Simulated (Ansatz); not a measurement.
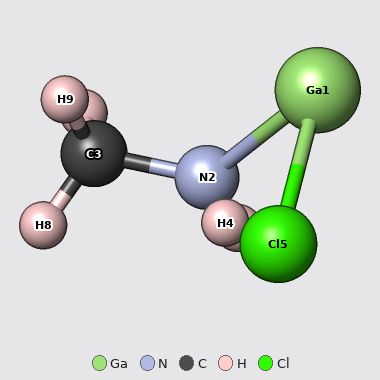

The system is the reacting system CH5ClGaN (fragments CH₅ClGaN where the first distance is long, ClGa + CH₅N where the second is long); the picture shows the reference structure. 
- First axis: distance N2–H4 (bond that forms). Second axis: distance Ga1–N2 (bond that breaks).
- Relaxed at each point: all other coordinates.
- The grid has 11 × 11 points.
- Points are written as (first, second).
- All energies are given in kcal/mol relative to the lowest grid point.
- Energies and slopes of some neighbouring points disagree (a jump in structure or state, or too coarse a mesh). The reference is spin-restricted, so regions where a bond is pulled apart into radicals lie too high.
- Theory: RHF/def2-SVP in Ansatz.

Its coordinates:

```xyz
9

Ga   -1.1843    1.2329   -1.5546
N    -0.2639   -0.4258   -0.3285
C    -0.0644   -0.4150    1.1098
H     0.5631    0.3975   -0.9684
Cl    1.1525    1.7563   -2.0174
H    -0.1273   -1.3340   -0.7390
H    -0.7963   -1.0640    1.5938
H     0.9352   -0.7413    1.4068
H    -0.2147    0.5932    1.4974
```

Range: distance N2–H4 (bond that forms) from 0.918 to 2.418 Å; distance Ga1–N2 (bond that breaks) from 1.737 to 3.537 Å.

### What landscape does the calculation give?

The lowest grid point is at (1.002 Å, 2.494 Å). The energy also falls towards the edge at (2.418 Å, 1.737 Å) (16 kcal/mol above the lowest), where a further well may lie outside the range. The highest grid point, (2.418 Å, 3.315 Å), lies 144 kcal/mol above the lowest.

```tsv
second ↓, first →	0.918	1.002	1.119	1.251	1.395	1.549	1.710	1.878	2.053	2.233	2.418
3.537	10	5	11	26	46	68	89	109	126	132	140
3.315	9	4	10	25	45	67	88	108	125	132	144
3.099	8	3	9	24	44	66	87	107	124	135	131
2.890	7	2	7	23	43	65	86	106	124	122	117
2.688	6	1	6	22	42	64	85	105	123	107	100
2.494	5	0	6	21	41	63	85	104	122	89	81
2.310	6	0	6	21	41	63	85	104	122	70	61
2.137	9	3	8	23	43	65	87	106	63	51	42
1.978	16	10	15	30	49	71	92	62	47	35	26
1.838	28	22	27	42	61	82	73	54	39	26	16
1.737	44	38	43	57	76	97	74	54	38	26	16
```

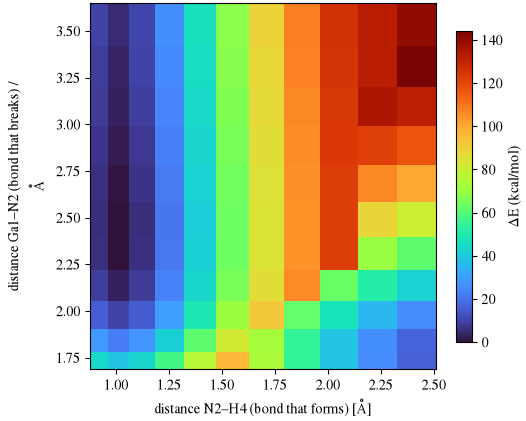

In the figure: one coloured cell a grid point.

The whole map (121 points run) took 38 min on 1 thread of Intel(R) Xeon(R) Platinum 8488C (Sapphire Rapids), on a shared host.
